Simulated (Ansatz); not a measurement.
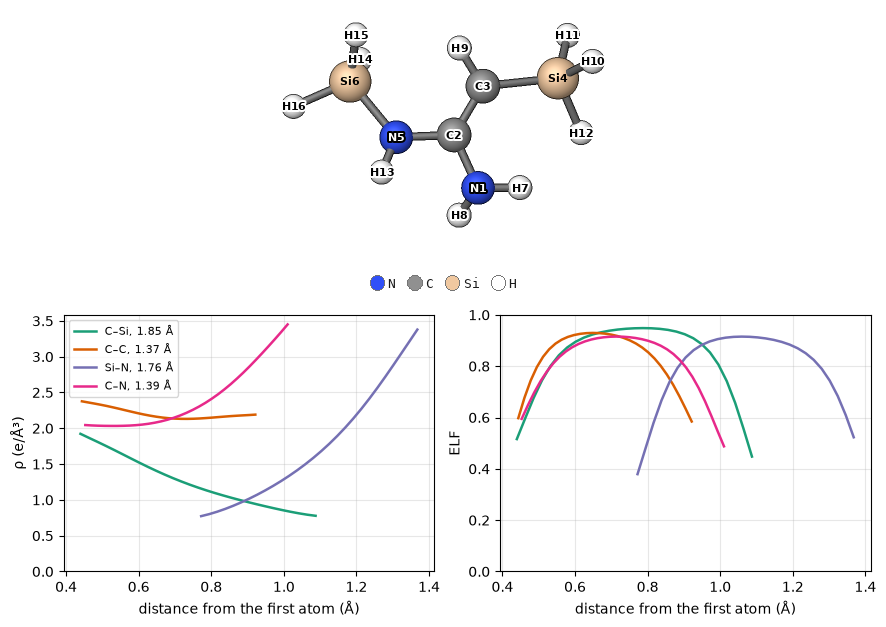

C₂H₁₀N₂Si₂ (SMILES NC(=C[SiH3])N[SiH3]). Total electron density and electron localisation function along straight lines between neighbouring atoms. The curves leave out the atomic cores. The structure is drawn too.

The calculation used RKS B3LYP-D4/cc-pVDZ (Ansatz).

The calculation's input:

```
crystal:
  periodic: [false, false, false]
  atoms:
    - { symbol: "N", position_ang: [-0.6918, -1.1965, -1.3199] }
    - { symbol: C, position_ang: [-0.3531, -0.376, -0.2749] }
    - { symbol: C, position_ang: [-1.14219, -0.2306, 0.7742] }
    - { symbol: Si, position_ang: [-2.8138, -0.99181, 1.25819] }
    - { symbol: "N", position_ang: [0.81978, 0.2872, -0.42876] }
    - { symbol: Si, position_ang: [1.79379, 1.32149, 0.5208] }
    - { symbol: H, position_ang: [-1.2018, -1.9779, -1.0007] }
    - { symbol: H, position_ang: [0.0584, -1.4043, -1.955] }
    - { symbol: H, position_ang: [-0.87462, 0.5299, 1.5881] }
    - { symbol: H, position_ang: [-3.63576, 0.00045, 1.88626] }
    - { symbol: H, position_ang: [-2.51328, -2.11791, 2.16161] }
    - { symbol: H, position_ang: [-3.44415, -1.4973, 0.02016] }
    - { symbol: H, position_ang: [1.46146, -0.2488, -1.06551] }
    - { symbol: H, position_ang: [2.52955, 0.52303, 1.52848] }
    - { symbol: H, position_ang: [0.93845, 2.36861, 1.1305] }
    - { symbol: H, position_ang: [2.78673, 1.95681, -0.37066] }
basis:
  gaussian: { orbitals: cc-pVDZ }
hamiltonian:
  xc: b3lyp
  dispersion: d4
relax:
  f_tol: 0.015
  max_steps: 40
output:
  orbitals: {}
```

Run with:

```sh
ansatz run input.yaml --threads 2 --pin off --max-ram 3072MiB --backend cpu --events-out ev --progress --plain --runs-dir out
```

The fields are those of the relaxed geometry.

What can be read from the curves?

Answer. C–Si (1.85 Å): ρ is about 0.94 e/Å³ halfway; the ELF peaks at about 0.95 between the atoms, as expected for a shared electron pair.
C–C (1.37 Å): ρ is about 2.1 e/Å³ halfway; the ELF peaks at about 0.95 between the atoms: a covalent bond.
Si–N (1.76 Å): ρ at the midpoint is about 0.97 e/Å³; the ELF peaks at about 0.90 between the atoms, as expected for a polar covalent bond.
C–N (1.39 Å): ρ at the midpoint is about 2.1 e/Å³; the ELF peaks at about 0.90 between the atoms: localised, covalent bonding.
